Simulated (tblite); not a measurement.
Potential energy surface of Cl₃, doublet: collinear Cl-Cl-Cl surface. Scanned: first Cl-Cl distance and second Cl-Cl distance.

Cartesian coordinates as functions of the variables (Å; names that start with a are angles):
```
Cl  0  0  -r1
Cl  0  0  0
Cl  0  0  r2
```

Level of theory: tblite with GFN2-xTB, 300 K electronic temperature.

Energy in eV above the lowest grid point; x is the first Cl-Cl distance (Å), y the second Cl-Cl distance (Å).

| y \ x | 1.69 | 1.88 | 2.04 | 2.20 | 2.39 | 2.60 | 2.82 | 3.07 | 3.40 | 3.83 | 4.39 | 5.15 | 5.77 |
|---|---|---|---|---|---|---|---|---|---|---|---|---|---|
| 5.77 | 1.537 | 0.450 | 0.284 | 0.514 | 1.045 | 1.715 | 2.337 | 2.854 | 3.198 | 3.321 | 3.346 | 3.352 | 3.354 |
| 5.15 | — | 0.445 | 0.280 | 0.510 | 1.041 | 1.712 | — | 2.851 | 3.196 | 3.318 | 3.344 | 3.350 | 3.352 |
| 4.39 | 1.500 | 0.432 | 0.271 | 0.501 | — | 1.704 | 2.327 | 2.845 | 3.190 | 3.312 | 3.338 | 3.344 | 3.346 |
| 3.83 | — | 0.415 | 0.259 | 0.491 | 1.023 | 1.694 | 2.315 | 2.826 | 3.166 | 3.288 | 3.312 | 3.318 | 3.321 |
| 3.40 | 1.413 | 0.386 | 0.240 | 0.471 | 0.999 | 1.661 | 2.262 | 2.731 | 3.039 | 3.166 | 3.190 | 3.196 | 3.198 |
| 3.07 | 1.345 | 0.341 | 0.203 | 0.425 | 0.932 | 1.553 | 2.089 | 2.480 | 2.731 | 2.826 | 2.845 | 2.851 | 2.854 |
| 2.82 | 1.277 | 0.287 | 0.146 | 0.340 | 0.791 | 1.329 | 1.775 | 2.089 | 2.262 | 2.315 | 2.327 | — | 2.337 |
| 2.60 | 1.255 | 0.249 | 0.076 | 0.206 | 0.557 | 0.982 | 1.329 | 1.553 | 1.661 | 1.694 | 1.704 | 1.712 | 1.715 |
| 2.39 | 1.373 | 0.295 | 0.037 | 0.057 | 0.268 | 0.557 | 0.791 | 0.932 | 0.999 | 1.023 | — | 1.041 | 1.045 |
| 2.20 | 1.687 | 0.493 | 0.112 | 0.000 | 0.057 | 0.206 | 0.340 | 0.425 | 0.471 | 0.491 | 0.501 | 0.510 | 0.514 |
| 2.04 | 2.258 | — | 0.352 | 0.112 | 0.037 | 0.076 | 0.146 | 0.203 | 0.240 | 0.259 | 0.271 | 0.280 | 0.284 |
| 1.88 | 3.016 | 1.524 | — | 0.493 | 0.295 | 0.249 | 0.287 | 0.341 | 0.386 | 0.415 | 0.432 | 0.445 | 0.450 |
| 1.69 | 4.670 | 3.016 | 2.258 | 1.687 | 1.373 | 1.255 | 1.277 | 1.345 | 1.413 | — | 1.500 | — | 1.537 |

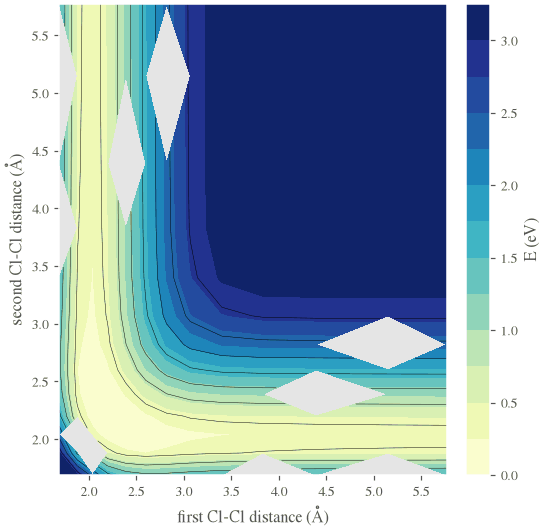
*Energy surface, cut off at 3 eV.*

Points that lie below all their neighbours on the grid (none is named beside a point without a result): x = 2.20, y = 2.20 (0.000 eV).

Dashes: no converged value, or the column stops at the first point that the program doubted or that broke a chosen test of continuity, which isn't proof of a fault.
